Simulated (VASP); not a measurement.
# Si2W: structure and properties in VASP, part 4 of 4

What structure and properties does LDA give Si2W, and how near are they to the measured ones? The start is a cell from a database of measured crystal structures.

VASP 6.6.1, plane waves and PAW; the level of theory is named at each step.

Still holding for the runs below: Spin-orbit coupling is off here; with elements this heavy it splits and shifts levels by tenths of an eV or more.

So far. Step 6 (Total and projected DOS (LDA)): The finer mesh and the other smearing move the Fermi level by +0.01 eV from the 10×10×10 run, a small shift, which tests the Fermi level alone. Of the states within 0.3 eV of the Fermi level, the largest shares in the PAW spheres are W d 60 % and Si p 13 %. The rest lies in smaller channels or between the spheres. Step 7 (Band structure (LDA + SOC)): There is no gap at this level. The relaxed cell has a = 3.187, c = 7.773 Å (conventional setting).

**8. Optical spectrum (LDA)**

This step: LDA; plane waves and PAW (Si, W) (VASP 6.6.1).

LOPTICS sums transitions from filled to empty bands. The mesh is finer than in the run before. NBANDS is raised for it.

Contents of INCAR:

```
SYSTEM = Si2W
PREC = Accurate
ENCUT = 400
EDIFF = 1E-06
NELM = 100
ISMEAR = 0
SIGMA = 0.05
LREAL = .FALSE.
ALGO = Normal
GGA = CA
NBANDS = 31
LASPH = .TRUE.
LORBIT = 11
LWAVE = .FALSE.
LCHARG = .FALSE.
KPAR = 2
LOPTICS = .TRUE.
NEDOS = 1500
CSHIFT = 0.1
```

Contents of POSCAR:

```
Si2W
1.0
   -1.5936247427      1.5936247427      3.8863588592
    1.5936247427     -1.5936247427      3.8863588592
    1.5936247427      1.5936247427     -3.8863588592
Si W
2 1
Direct
    0.3348864609      0.3348864609      0.0000000000
    0.6651135391      0.6651135391      0.0000000000
    0.0000000000      0.0000000000      0.0000000000
```

Contents of KPOINTS:

```
Automatic mesh
0
Gamma
14 14 14
0 0 0
```

PAW data sets: Si and W (LDA family, release 64).

Started as:

```bash
> mpirun -np 2 vasp_std
```

Output:

```text
[... set-up lines as in an earlier step ...]
 entering main loop
       N       E                     dE             d eps       ncg     rms          rms(c)
DAV:   1     0.175546304432E+02    0.17555E+02   -0.42290E+03 15136   0.314E+02
DAV:   2    -0.269904368921E+02   -0.44545E+02   -0.40981E+02 19303   0.898E+01
DAV:   3    -0.283180778712E+02   -0.13276E+01   -0.13131E+01 18789   0.124E+01
DAV:   4    -0.283215704640E+02   -0.34926E-02   -0.34923E-02 17916   0.777E-01
DAV:   5    -0.283215806554E+02   -0.10191E-04   -0.10189E-04 19157   0.428E-02    0.266E+01
DAV:   6    -0.276009720190E+02    0.72061E+00   -0.55524E-01 20805   0.358E+00    0.110E+01
DAV:   7    -0.274745682761E+02    0.12640E+00   -0.14246E-01 17333   0.136E+00    0.543E+00
DAV:   8    -0.274513896092E+02    0.23179E-01   -0.26636E-02 18527   0.647E-01    0.617E-01
DAV:   9    -0.274511562178E+02    0.23339E-03   -0.12058E-03 17875   0.156E-01    0.419E-01
DAV:  10    -0.274510744571E+02    0.81761E-04   -0.12540E-04 19019   0.392E-02    0.120E-01
DAV:  11    -0.274510447090E+02    0.29748E-04   -0.23425E-05 17907   0.169E-02    0.246E-02
DAV:  12    -0.274510446261E+02    0.82898E-07   -0.15709E-06 19063   0.503E-03
   1 F= -.27451045E+02 E0= -.27450892E+02  d E =-.304622E-03
 optical routines
 imaginary and real dielectric function
 recalculating local potential from charge density
 direction            1
 direction            2
 direction            3
```

Elapsed: 1.9 min, on 2 MPI ranks of AMD EPYC 7R43, shared host; peak memory 0.79 GiB; 3.7 min of CPU time.

OUTCAR, selected parts (step 8):

```text
   k-points           NKPTS =    244   k-points in BZ     NKDIM =    244   number of bands    NBANDS=     31

   NELECT =      14.0000    total number of electrons

 E-fermi :  10.8289

 k-point     1 :       0.0000    0.0000    0.0000
  band No.  band energies     occupation
    ...
      2       3.8524      2.00000
      3       7.1375      2.00000
      4       7.3548      2.00000
      5       7.9371      2.00000
      6       7.9371      2.00000
      7      11.4291      0.00000
      8      13.7504      0.00000
      9      13.8138      0.00000
     10      14.0329      0.00000
     11      14.0329      0.00000
    ...

  Total       -0.0170645     -0.0170645      0.0322512      0.0000000      0.0000000     -0.0000000
  in kB       -0.6925139     -0.6925139      1.3088264      0.0000000      0.0000000     -0.0000000
  external PRESSURE =      -0.0254004 kB  Pullay stress =       0.0000000 kB

 POSITION                                       TOTAL-FORCE (eV/Angst)
 -----------------------------------------------------------------------------------
      0.00000      0.00000      2.60298        -0.000000     -0.000000     -0.026809
      0.00000      0.00000      5.16974         0.000000      0.000000      0.026809
      0.00000      0.00000      0.00000         0.000000      0.000000      0.000000
 -----------------------------------------------------------------------------------
    total drift:                                0.000000      0.000000     -0.000000

  FREE ENERGIE OF THE ION-ELECTRON SYSTEM (eV)
  ---------------------------------------------------
  free  energy   TOTEN  =       -27.4510446261 eV

  energy  without entropy=      -27.4507400044  energy(sigma->0) =      -27.45089232

 plasma frequency squared (from intraband transitions) (eV^2)
  --------------------------------------------------------------------------------------
       2.324       0.000      -0.000
       0.000       2.324       0.000
      -0.000       0.000      20.092

[... 7 parts as in an earlier step ...]

[... 9 further parts left out ...]
```

These are independent-particle spectra without excitons or local fields, and fine structure depends on the mesh and on CSHIFT. The intraband (Drude) part is not in this spectrum.

This step gave:

| Property | Result |
| --- | --- |
| SCF cycles | 12 |
| bands | 31 |
| irreducible k-points | 244 |
| free energy (TOTEN) | -27.45 eV |
| energy at zero smearing | -27.45 eV |
| Fermi energy | 10.83 eV |
| pressure | -0.002540 GPa |

The imaginary dielectric function has structure finer than the step of the table below, so its rows give means over 2 eV, whole bins alone (the curve runs from 0 to 25.0 eV). Peaks (eV: height): xx 5.2: 29.1; zz 2.7: 42.2.

The imaginary dielectric function by photon energy; means over each step:

```
photon energy (eV)     xx     zz
                 2   8.87   19.6
                 4   22.9   24.4
                 6   22.6   18.2
                 8   7.43   9.43
                10   3.06   2.69
                12   1.48   1.06
                14  0.863  0.596
                16  0.415  0.410
                18  0.233  0.233
                20  0.190  0.209
                22  0.192  0.166
```

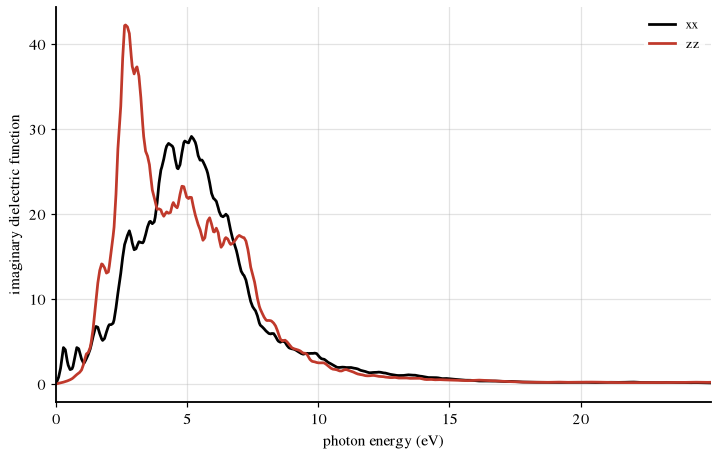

Imaginary dielectric function, plotted against photon energy.

Real dielectric function against photon energy:

```
photon energy (eV)       xx       zz
               0.0     24.6     26.9
               2.5     27.0     37.4
               5.0     5.75    0.402
               7.5    -11.1    -11.7
              10.0    -5.49    -5.83
              12.5    -2.92    -2.97
              15.0    -1.76    -1.55
              17.5   -0.910   -0.864
              20.0   -0.338   -0.314
              22.5  -0.0643  -0.0270
```

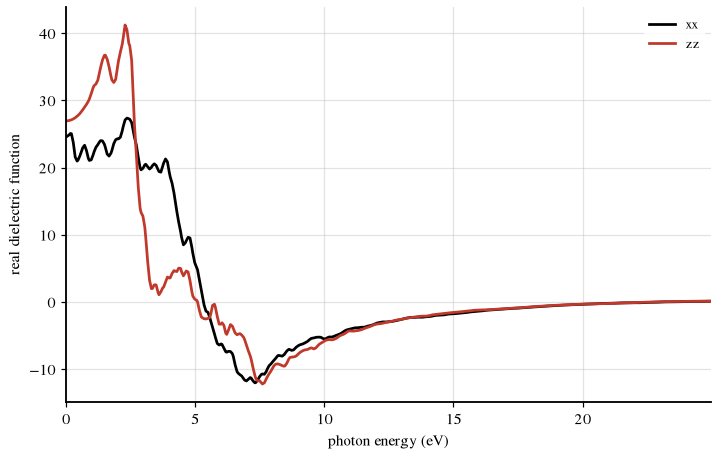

Real dielectric function against photon energy.

**9. What came out**

```yaml
relaxed_volume: 13.16 Å³/atom
relaxed_conventional_cell_a_b_c: 3.187, 3.187, 7.773 Å
space_group_after_relaxing_within_0p02_a: I4/mmm (No. 139)
band_gap: none, a metal
dos_at_the_fermi_level: 0.213 states/eV/cell
band_gap_lda_soc: none, a metal
```

With LDA, Si2W relaxes to 13.16 Å³/atom in space group I4/mmm (held by the symmetry of the run) and comes out as a metal. Against the listed cell the volume lies -2.4 % (a -0.8 %, c -0.7 %). Band structure (LDA): Of the bands kept, 2 cross the Fermi level on this path. Band structure (LDA + SOC): Of the bands kept, 4 cross the Fermi level on this path (spinor bands, one electron each). No search among competing phases was made, and a listed structure need not be the one stable at ambient conditions. All values are for a static lattice at zero temperature.

Computed beside measured:

| quantity | measured | LDA |
| --- | --- | --- |
| lattice constant a (Å) | 3.21395 | 3.187 (-0.8 %) |
| lattice constant c (Å) | 7.83128 | 7.773 (-0.7 %) |

Measured values from arxiv:2202.05362 (2022).

Verdict: The lattice constant a is off by -0.8 %: fair agreement. The lattice constant c is off by -0.7 %: good agreement. The grades are ours: good and fair within 0.7 and 1.5 % for the lattice constant a and 0.8 and 2 % for the lattice constant c. For lattice constants the calculation has a static lattice, without zero-point motion or thermal expansion.

[Lines on the potential files, build, host, timing and source positions are cut from VASP's logs without a mark.]

[Logs are printed without paths, hosts, clocks, repeated set-up lines and the standing remarks that a program may print on its own settings, such as how far it seeks lower states.]

[Hosts, paths, dates, database ids (printed as entryN), source tags and the programs' standing remarks are cut or masked in the printed files.]

[A measured line is paired with the nearest computed mode of its activity, which favours agreement.]
